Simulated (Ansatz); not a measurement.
The figure comes from a scan of Cu (fcc, Cu type): the cell is scaled evenly about its relaxed volume V₀. Method: PBE (plane waves to 420 eV, PAW, scalar-relativistic; Ansatz, a first-principles code). k mesh 22×22×22 (Γ-centred), Fermi-Dirac smearing 0.05 eV. Compression counts positive. Cu is run without spin polarisation. Cu was relaxed with its symmetry unable to fall. The PAW data are Ansatz's earlier set. 

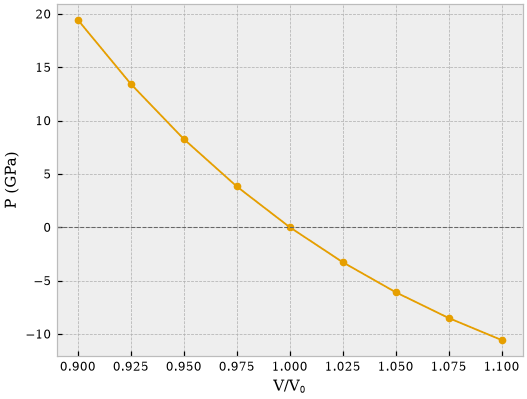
Fig. 1. P (GPa) against V/V₀; computed points joined by lines.

Problem. Read the plotted values off the figure, to the accuracy that the plot allows.

Solution. To the nearest 0.5:

```
V/V₀   P (GPa)
-----  -------
0.900     19.5
0.925     13.5
0.950      8.5
0.975      4.0
1.000      0.0
1.025     -3.5
1.050     -6.0
1.075     -8.5
1.100    -10.5
```

(Under strain, the slope of the energy per volume gives the stress and its curvature an elastic modulus.)
